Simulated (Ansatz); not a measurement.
Base system: SnTe in the rock salt structure (space group Fm-3m, No. 225; a = 6.235 Å).

Structures relaxed with Ansatz (a program for electronic structure), LDA, PAW, cutoff 420 eV, without spin-orbit coupling.

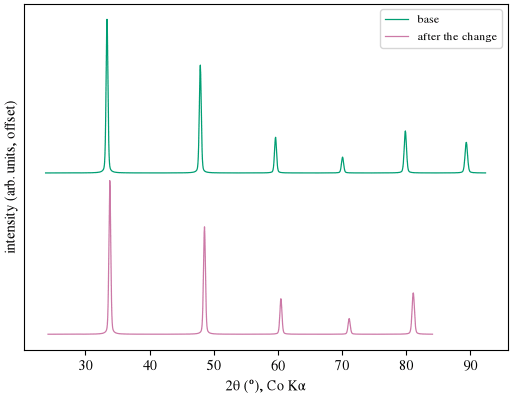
Simulated powder patterns before (top) and after one change

Problem. Which of these changes matches the shifts?
(A) pressure 22.5 GPa
(B) pressure 15 GPa
(C) pressure 2.1 GPa
(D) pressure 9 GPa

Solution. C, pressure 2.1 GPa. Its volume per atom is 29.16 Å³ against 30.30 Å³, and its space group is Fm-3m (No. 225).

A case with no gap was solved on a k-mesh chosen for an insulator, which is coarse for it. Load acts through the strain it causes; cell and atoms are relaxed under it. Whether these cells are dynamically stable was not tested. No other phases were tried under pressure. All final runs are without spin polarisation.
